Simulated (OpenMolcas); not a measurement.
# BeH2: single-point calculation

The run: single-point calculation of BeH2, multiplicity 3. Method and program: CASPT2/6-31G* (OpenMolcas 26.06).

The geometry is that of the parent species in another charge or spin state. The geometry comes from this level: GFN2-xTB.

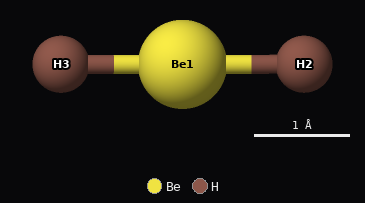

*The input geometry (ball-and-stick view, seen on its broad side; atoms are numbered from 1 in the order of the input). Sticks mark near contacts.*

Bond lengths as drawn: Be–H 1.28 Å.

### Results in brief

```csv
quantity,value
outcome,converged
total energy,−15.564193 hartree
CASSCF energy,−15.533783 hartree
basis functions,18
hardware,"1 thread of Arm Neoverse V1, 24 GiB of memory available, shared host"
wall time,1.8 s
peak memory,0.37 GiB
```

### Input
```
* BeH2 CASPT2

&GATEWAY
 BasLib=$CurrDir
 Coord
 3
 angstrom
 Be      -0.000840      -0.000480      -0.000030
 H       -0.018180      -0.022770       1.279120
 H        0.019030       0.023250      -1.279100
 Basis=6-31Gs
 Group=NoSym

&SEWARD

&RASSCF
 FileOrb=$CurrDir/step2.RasOrb
 Spin=3
 Nactel=2 0 0
 Inactive=2
 Ras2=2
 OrbListing=Nothing
 OrbAppear=Compact

&CASPT2
 Imaginary=0.1
 Frozen=0
```

Launch command:
```bash
export MOLCAS_MEM=1860
pymolcas step3.input > step3.log
```

### Log
```
--- Start Module: gateway ---

                                              &GATEWAY

                       available to each process: 1.9 GB of memory, 1 thread

 Basis Set     1 Label: BE.6-31GS
 Basis set is read from library:.
 basistype.tbl is not found

 Basis Set     2 Label: H.6-31GS
 Basis set is read from library:.
 basistype.tbl is not found

++    Symmetry information:
      ---------------------

                    Character Table for C1

                             E
                    a        1  x, y, xy, Rz, z, xz, Ry, yz, Rx, I
--

++    Basis set information:
      ----------------------

      Basis set label: BE.6-31GS.........

      Electronic valence basis set:
      ------------------
      Associated Effective Charge   4.000000 au
      Associated Actual Charge      4.000000 au
      Nuclear Model: Point charge

      Shell  nPrim  nBasis  Cartesian Spherical Contaminant
         s      10       3        X
         p       4       2        X
         d       1       1                 X

      Basis set label: H.6-31GS.........

      Electronic valence basis set:
      ------------------
      Associated Effective Charge   1.000000 au
      Associated Actual Charge      1.000000 au
      Nuclear Model: Point charge

      Shell  nPrim  nBasis  Cartesian Spherical Contaminant
         s       4       2        X
--

++    Molecular structure info:
      -------------------------

                    ************************************************
                    **** Cartesian Coordinates / bohr, angstrom ****
                    ************************************************

     Center  Label                x              y              z                     x              y              z
        1      BE1             -0.001587      -0.000907      -0.000057             -0.000840      -0.000480      -0.000030
        2      H2              -0.034355      -0.043029       2.417186             -0.018180      -0.022770       1.279120
        3      H3               0.035961       0.043936      -2.417149              0.019030       0.023250      -1.279100

                    ***************************************
                    *    InterNuclear Distances / bohr    *
                    ***************************************

               1 BE1           2 H2            3 H3
    1 BE1      0.000000
    2 H2       2.417832        0.000000
    3 H3       2.417800        4.835629        0.000000

                    *******************************************
                    *    InterNuclear Distances / angstrom    *
                    *******************************************

               1 BE1           2 H2            3 H3
    1 BE1      0.000000
    2 H2       1.279462        0.000000
    3 H3       1.279444        2.558904        0.000000

                    **************************************
                    *    Valence Bond Angles / degree    *
                    **************************************
                          Atom centers                 Phi
                      2 H2       1 BE1      3 H3       179.87
--

            Nuclear Potential Energy              3.51556976 au

--- Stop Module: gateway /rc=_RC_ALL_IS_WELL_ ---

--- Start Module: seward ---

                                              &SEWARD

                       available to each process: 1.9 GB of memory, 1 thread

               SEWARD will generate:
                  Multipole Moment integrals up to order  2
                  Kinetic Energy integrals
                  Nuclear Attraction integrals (point charge)
                  One-Electron Hamiltonian integrals
                  Velocity integrals
                  Orbital angular momentum around ( -0.0012  -0.0007  -0.0000 )
                  Velocity quadrupole around ( -0.0012  -0.0007  -0.0000 )
                  Two-Electron Repulsion integrals

                   Integrals are discarded if absolute value <: 1.00E-14
                   Integral cutoff threshold is set to       <: 1.00E-16

            Nuclear Potential Energy              3.51556976 au

      Basis set specifications :
      Symmetry species         a
      Basis functions           18

--- Stop Module: seward /rc=_RC_ALL_IS_WELL_ ---

--- Start Module: rasscf ---

                                              &RASSCF

                       available to each process: 1.9 GB of memory, 1 thread

      Header of the ONEINT file:
      --------------------------

      OrdInt status: non-squared

      Cartesian coordinates in angstrom:
      -----------------------------------------------------
      No.  Label        X            Y            Z
      -----------------------------------------------------
       1   BE1       -0.00084000  -0.00048000  -0.00003000
       2   H2        -0.01818000  -0.02277000   1.27912000
       3   H3         0.01903000   0.02325000  -1.27910000
      -----------------------------------------------------
      Nuclear repulsion energy =    3.51556976

++    Wave function specifications:
      -----------------------------

      Number of closed shell electrons           4
      Number of electrons in active shells       2
      Max number of holes in RAS1 space          0
      Max nr of electrons in RAS3 space          0
      Number of inactive orbitals                2
      Number of active orbitals                  2
      Number of secondary orbitals              14
      Spin quantum number                      1.0
      State symmetry                             1
--

++    Orbital specifications:
      -----------------------

      Symmetry species                           1
                                                 a
      Frozen orbitals                            0
      Inactive orbitals                          2
      Active orbitals                            2
      RAS1 orbitals                              0
      RAS2 orbitals                              2
      RAS3 orbitals                              0
      Secondary orbitals                        14
      Deleted orbitals                           0
      Number of basis functions                 18
--

++    CI expansion specifications:
      ----------------------------

      Number of CSFs                             1
      Number of determinants                     1
      Number of root(s) required                 1
      Root chosen for geometry opt.              1
      CI root used                               1

      highest root included in the CI            1
      max. size of the explicit Hamiltonian      1
--

++    Optimization specifications:
      ----------------------------

      RASSCF algorithm: Conventional
      Maximum number of macro iterations       200
      Maximum number of SX iterations          100
      Threshold for RASSCF energy            1.000E-08
      Threshold for max MO rotation          1.000E-01
      Threshold for max BLB element          1.000E-04
      Level shift parameter                  5.000E-01
      Make Quasi-Newton update
--

      The MO-coefficients are taken from the file:
      step2.RasOrb
      Title: RASSCF average (pseudo-natural) orbitals

      Total molecular charge    0.00

      ************************************************************************************************************************
      *                                            Wave function control section                                             *
      ************************************************************************************************************************

                                         RASSCF iterations: Energy and convergence statistics
                                         ----------------------------------------------------

          iter iter root      energy       change     param      element    value   shift minimum  type update hh:mm:ss
 Nr of preliminary CI iterations:   1
        1   1    3    1   -15.53378313    0.00E+00   5.70E-06    4   6 1  3.73E-06   0.44   0.00    SX    NO    0:00:00
        2   1    2    1   -15.53378313   -6.64E-11   5.03E-06    4   6 1  3.28E-06   0.44   0.00    SX    NO    0:00:00
        3   1    2    1   -15.53378313   -4.48E-11   4.43E-06    4   6 1  2.89E-06   0.44   0.00    SX    NO    0:00:00
        4   1    2    1   -15.53378313   -3.35E-11   3.90E-06    4   6 1  2.55E-06   0.44   0.00    SX    NO    0:00:00
      Convergence after  4 iterations
        5   1    2    1   -15.53378313   -2.57E-11   3.90E-06    4   6 1  2.25E-06   0.44   0.00    SX    NO    0:00:00

      ************************************************************************************************************************
                                                      Wave function printout:
                       occupation of active orbitals, and spin coupling of open shells (u,d: Spin up or down)
      ************************************************************************************************************************

      Note: transformation to natural orbitals
      has been made, which may change the order of the CSFs.

      printout of CI-coefficients larger than  0.05 for root  1
      energy=     -15.533783
      conf/sym  11     Coeff  Weight
             1  uu   1.00000 1.00000

      Natural orbitals and occupation numbers for root  1
      sym 1:   1.000000   1.000000

      ************************************************************************************************************************
      *                                                    Final results                                                     *
      ************************************************************************************************************************

++    Final optimization conditions:
      ------------------------------

      Average CI energy                             -15.53378313
      RASSCF energy for state  1                    -15.53378313
      Super-CI energy                                -0.00000000
      RASSCF energy change                           -0.00000000
      Max change in MO coefficients              -7.067E-06
      Max non-diagonal density matrix element     3.902E-06
      Maximum BLB matrix element                  2.247E-06
      (orbital pair   4,   6 in symmetry   1)
      Norm of electronic gradient            2.830E-06
--

      Final state energy(ies):
      ------------------------

::    RASSCF root number  1 Total energy:    -15.53378313
      Von Neumann Entropy (Root   1) =  1.00000

      Mulliken population analysis for root number:  1
      -----------------------------------------------

++    Molecular charges:
      ------------------

      Mulliken charges per centre
      ---------------------------

                BE1     H2      H3
      Total    4.2814  0.7383  0.9803

      N-E     -0.2814  0.2617  0.0197

      Total electronic charge=    6.000000

      Total            charge=   -0.000000
--

      Expectation values of various properties for root number:  1
      -----------------------------------------------------------

++    Molecular properties:
      ---------------------

      Charge (e):
                      =   -0.0000
      Dipole Moment (debye):
      Origin of the operator (angstrom)=   -0.0006   -0.0003   -0.0000
                   X= -5.5033E-02               Y= -6.7473E-02               Z=  3.6632E+00           Total=  3.6643E+00
      Quadrupole Moment (debye*angstrom):
      Origin of the operator (angstrom)=   -0.0006   -0.0003   -0.0000
                  XX= -8.5981E+00              XY=  2.2724E+00              XZ=  1.8173E-02              YY= -1.1058E+01
                  YZ= -4.0978E-02              ZZ= -6.8857E+00
      In traceless form (debye*angstrom)
                  XX=  3.7390E-01              XY=  3.4086E+00              XZ=  2.7259E-02              YY= -3.3163E+00
                  YZ= -6.1466E-02              ZZ=  2.9424E+00
--

      Mulliken spin population analysis for root number:  1
      ---------------------------------------------------

++    Molecular charges:
      ------------------

      Mulliken spin population per centre
      ---------------------------

                BE1     H2      H3
      Total    1.2850  0.6950  0.0200

      Total electronic spin=    2.000000
--

      Average orbitals are written to the RASORB file
      Natural orbitals for root   1 are written to the RASORB.1 file
      Spin density orbitals for root   1 are written to the SPDORB.1 file

--- Stop Module: rasscf /rc=_RC_ALL_IS_WELL_ ---

--- Start Module: caspt2 ---

                                              &CASPT2

                       available to each process: 1.9 GB of memory, 1 thread

 ###############################################################################
 ###    WARNING: User changed nr of frozen orbitals.                         ###
 ###############################################################################

++    Wave function specifications:
      -----------------------------

      Number of closed shell electrons           4
      Number of electrons in active shells       2
      Max number of holes in RAS1 space          0
      Max number of electrons in RAS3 space      0
      Number of inactive orbitals                2
      Number of active orbitals                  2
      Number of secondary orbitals              14
      Spin quantum number                      1.0
      State symmetry                             1
      Number of CSFs                             1
      Number of CASSCF root(s) available         1
      CASPT2 state passed to geometry opt.       1
      A file JOBMIX will be created
      This is a high spin open shell RHF reference function
--

++    Orbital specifications:
      -----------------------

      Symmetry species                           1
                                                 a
      Frozen orbitals                            0
      Inactive orbitals                          2
      Active orbitals                            2
      Secondary orbitals                        14
      Deleted orbitals                           0
      Number of basis functions                 18
--

++    CASPT2 specifications:
      ----------------------

      Type of calculation                        SS-CASPT2
      Fock operator                              state-specific
      IPEA shift                                 0.25
      Real shift                                 0.00
      Imaginary shift                            0.10
      The input orbitals will be transformed to quasi-canonical
--

--------------------------------------------------------------------------------
 Estimated memory requirements:
  POLY3 :                   250042
  RHS:                      251491
  SIGMA :                   251680
  PRPCTL:                        0
 Available workspace:    232491775

++ CASPT2 computation for group   1

********************************************************************************
 Multi-State initialization phase begins for group   1
--------------------------------------------------------------------------------
********************************************************************************
 Compute H0 matrices for state    1
--------------------------------------------------------------------------------
--------------------------------------------------------------------------------
 H0 matrices have been computed.

********************************************************************************
  CASPT2 EQUATION SOLUTION
--------------------------------------------------------------------------------

  Total nr of CASPT2 parameters:
   Before reduction:        2070
   After  reduction:        1566

 Variance of |WF0>:       0.0726967061

 The contributions to the second order correlation energy in atomic units.
-----------------------------------------------------------------------------------------------------------------------------
  IT.      VJTU        VJTI        ATVX        AIVX        VJAI        BVAT        BJAT        BJAI        TOTAL       RNORM
-----------------------------------------------------------------------------------------------------------------------------
   1     0.000000   -0.000000   -0.000000   -0.003504   -0.001632   -0.002050   -0.007193   -0.015895   -0.030274    0.001114
   2     0.000000   -0.000000   -0.000000   -0.003524   -0.001637   -0.002053   -0.007197   -0.015903   -0.030314    0.000137
   3     0.000000   -0.000000   -0.000000   -0.003525   -0.001636   -0.002052   -0.007196   -0.015902   -0.030312    0.000014
-----------------------------------------------------------------------------------------------------------------------------

  FINAL CASPT2 RESULT:

      Reference energy:         -15.5337831266
      E2 (Non-variational):      -0.0303109870
      Shift correction:          -0.0000984175
      E2 (Variational):          -0.0304094045
      Total energy:             -15.5641925311
      Residual norm:              0.0000009749
      Reference weight:           0.98444

      Contributions to the CASPT2 correlation energy
      Active & Virtual Only:         -0.0020523311
      One Inactive Excited:          -0.0107207272
      Two Inactive Excited:          -0.0175379287

++ Denominators, etc.
--------------------------------------------------------------------------------------------------------------
 Report on small energy denominators, large coefficients, and large energy contributions.
CASE  SYMM ACTIVE-MIX  NON-ACTIVE INDICES          DENOMINATOR     RHS VALUE       COEFFICIENT     CONTRIBUTION
VJTU     1  Mu1.0001  In1.002                       0.24294197     -0.00000020     -0.00761818      0.00000000
ATVX     1  Mu1.0001  Se1.005                       0.29903959      0.00000001     -0.00000004     -0.00000000
AIVX     1  Mu1.0004  In1.002 Se1.006               1.13671446     -0.03359942      0.02999587     -0.00100784
BJAIP    1  Se1.005 In1.002 Se1.005 In1.002         1.07846358      0.02772686     -0.02530591     -0.00070165
BJAIP    1  Se1.006 In1.002 Se1.006 In1.002         1.27342892      0.03459081     -0.02780377     -0.00096175
--

   (Skipping property calculation,
    use PROP keyword to activate)
--

  Total CASPT2 energies:
::    CASPT2 Root  1     Total energy:    -15.56419253

  A NEW JOBIPH FILE NAMED 'JOBMIX' IS PREPARED.
********************************************************************************
--- Stop Module: caspt2 /rc=_RC_ALL_IS_WELL_ ---

.##################.
.# Happy landing! #.
.##################.

    Timing: Wall=1.48 User=1.11 System=0.37
```
